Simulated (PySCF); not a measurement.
## Electronic structure of CH₁₁BO₂Si₃ (SMILES OB(O)C([SiH3])([SiH3])[SiH3]) in real space

```xyz
18

O     2.2962   -0.7739    0.5514
B     1.1464   -0.8493   -0.1795
O     1.0874   -1.7924   -1.1497
C    -0.1247    0.0651   -0.0004
Si   -1.4295   -0.5789   -1.2374
Si   -0.7696   -0.0666    1.7824
Si    0.3379    1.8633   -0.4092
H     2.3242   -0.1063    1.2332
H     1.8697   -2.3389   -1.2453
H    -1.7892   -1.9661   -0.9374
H    -0.9533   -0.4662   -2.6165
H    -2.6374    0.2503   -1.1008
H    -1.9968    0.7152    1.9495
H     0.2336    0.4505    2.7326
H    -1.0296   -1.4650    2.1437
H     0.9129    1.9729   -1.7543
H    -0.8376    2.7321   -0.3139
H     1.3507    2.3603    0.5399
```

Geometry: GFN2-xTB.

The calculation used CAM-B3LYP/def2-SVPD, SCF density, gas phase in PySCF.

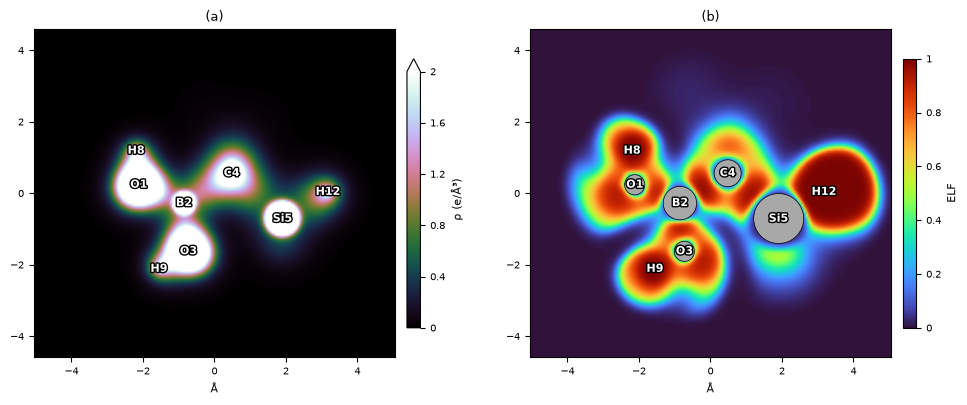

Figure 1. (a) total electron density; (b) ELF on the plane of atoms B2, O3 and H9. Grey discs cover the atomic cores in the ELF map.

> What does the map show?

The section cuts through O, B, C, Si and H sites. B–O (1.35 Å): ρ at the midpoint is about 2.2 e/Å³; the ELF peaks at about 0.90 between the atoms (a polar covalent bond). C–B (1.58 Å): ρ is about 1.4 e/Å³ halfway; the ELF peaks at about 0.95 between the atoms, as expected for a covalent bond. C–Si (1.91 Å): the density is about 0.88 e/Å³ at the midpoint; the ELF peaks at about 0.95 between the atoms, as expected for a covalent bond. O–H (0.95 Å): ρ is about 3.8 e/Å³ halfway; the ELF climbs to about 1 towards the hydrogen, as it does in any bond to H: a covalent bond by its length. Si–H (1.47 Å): ρ is about 0.79 e/Å³ halfway; the ELF climbs to about 1 towards the hydrogen. The ELF also peaks beside O3 and O1, away from the bonds: lone-pair regions.

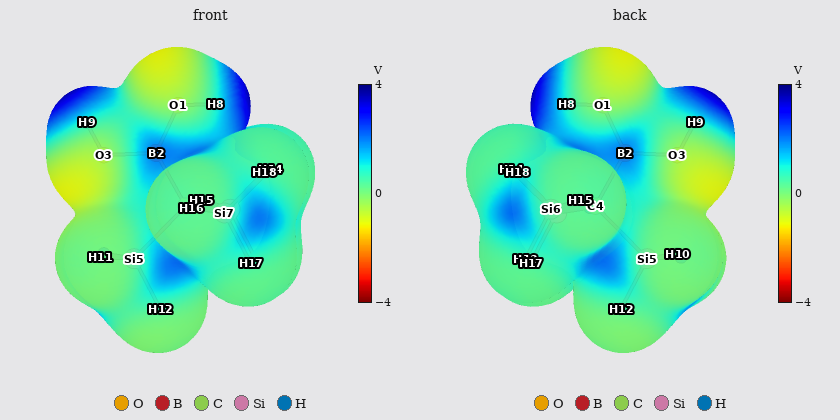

Figure 2. The molecular electrostatic potential painted on the density surface at 0.004 e/bohr³, seen from the front and from behind; red is negative and blue positive.

> Which sites attract a positive test charge, and which a negative one?

A positive charge is drawn to the negative regions and a negative charge to the positive ones. The most negative region (about −1.1 V, or −25 kcal/mol for a unit charge) lies over O1 and O3, the most positive (about +3.5 V, or +81 kcal/mol for a unit charge) over H8 and H9.

> What dipole moment does the calculation give?

Its dipole moment is 1.27 D.
